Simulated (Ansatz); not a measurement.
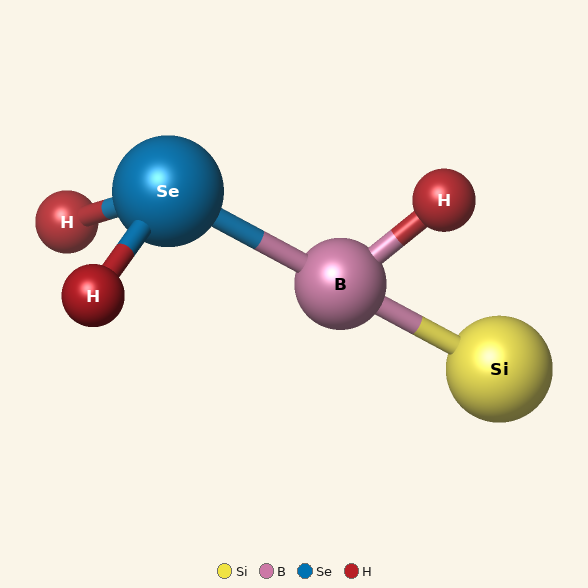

Every bond is drawn as one stick, whatever its order.

The geometry was computed by an optimisation with PBE0-D4/def2-TZVP. No frequency run is at hand to confirm it as a minimum.

Give the formula.

Answer. BH₃SeSi, 6 atoms: 1 boron, 3 hydrogen, 1 selenium and 1 silicon.

How many bonds of each kind are drawn?

Answer. 2 Se–H, 1 B–Si, 1 B–Se, 1 B–H. Sticks follow a distance rule.

More results for the same structure follow; atom numbers are the same in all pictures, views and colours differ.

Shape

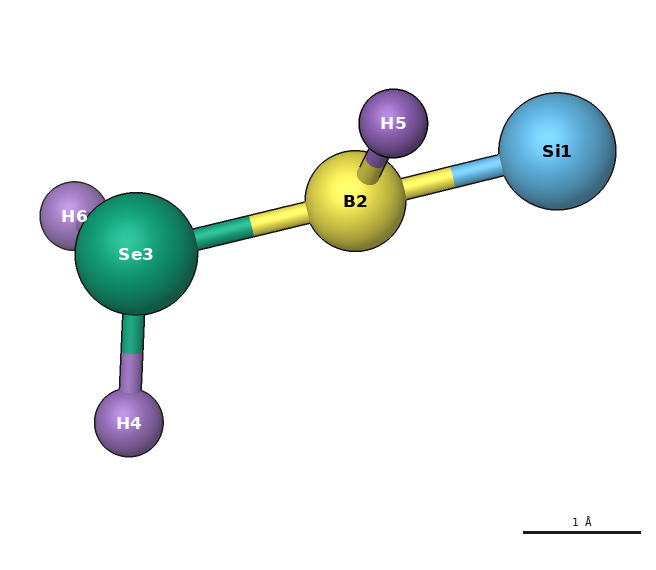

No frequency run is at hand to confirm it as a minimum.

Give these bond angles: Si1–B2–Se3, Si1–B2–H5, Se3–B2–H5, B2–Se3–H4, H4–Se3–H6.

```json
{"angle": "Si1–B2–Se3", "degrees": "179.6"}
{"angle": "Si1–B2–H5", "degrees": "70.6"}
{"angle": "Se3–B2–H5", "degrees": "109.5"}
{"angle": "B2–Se3–H4", "degrees": "105.0"}
{"angle": "H4–Se3–H6", "degrees": "89.1"}
```

Dipole moment

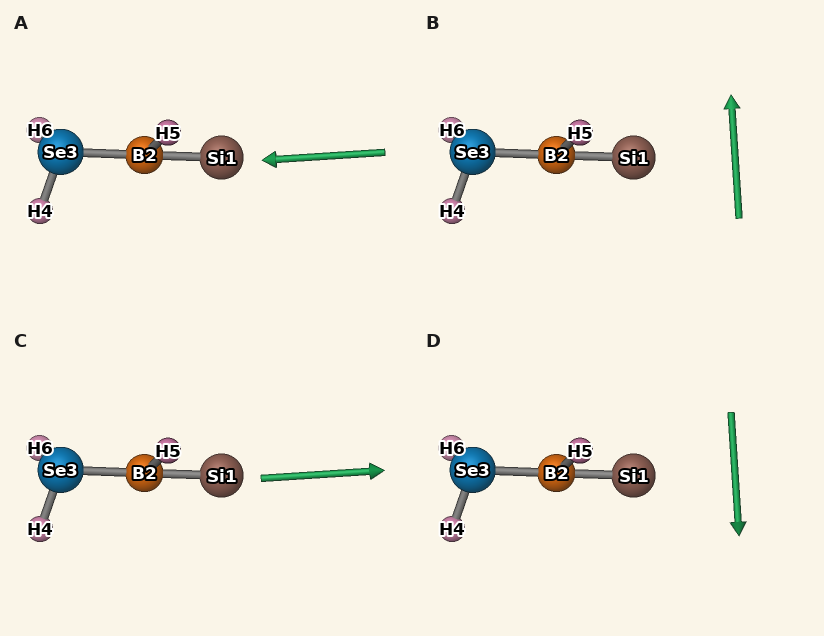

The same molecule four times, each with an arrow. No frequency run is at hand to confirm it as a minimum. Properties computed with RKS PBE0-D4/def2-TZVP (Ansatz 0.2.0).

Which arrow points along the dipole moment, from the negative to the positive end?

Answer. A. The dipole moment is 5.00 D; it points from the side of Si1 to the side of H4, H6 (the outermost atoms at the two ends).

Electronic properties

No frequency run is at hand to confirm it as a minimum. Level of theory: RKS PBE0-D4/def2-TZVPP (Ansatz 0.2.0).

What does the calculation give?

- HOMO energy (Kohn–Sham orbital): −5.31 eV
- LUMO energy (Kohn–Sham orbital): −1.60 eV
- HOMO–LUMO gap: 3.71 eV

Charges

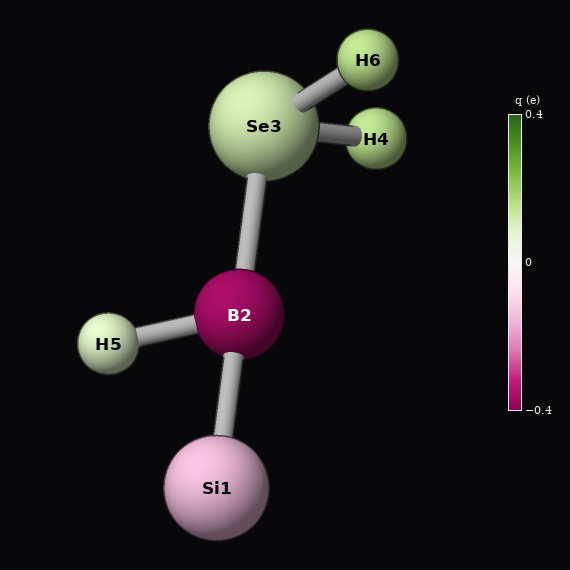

Atoms are coloured by their Mulliken charges. No frequency run is at hand to confirm it as a minimum. Level of theory: RKS PBE0-D4/def2-TZVP (Ansatz 0.2.0).

Give the Mulliken charges atom by atom.

```json
{"atom": "Si1", "value (e)": "−0.14"}
{"atom": "B2", "value (e)": "−0.36"}
{"atom": "Se3", "value (e)": "0.12"}
{"atom": "H4", "value (e)": "0.15"}
{"atom": "H5", "value (e)": "0.09"}
{"atom": "H6", "value (e)": "0.15"}
```

Mulliken values depend strongly on the basis set and can even reverse the polarity of a bond.
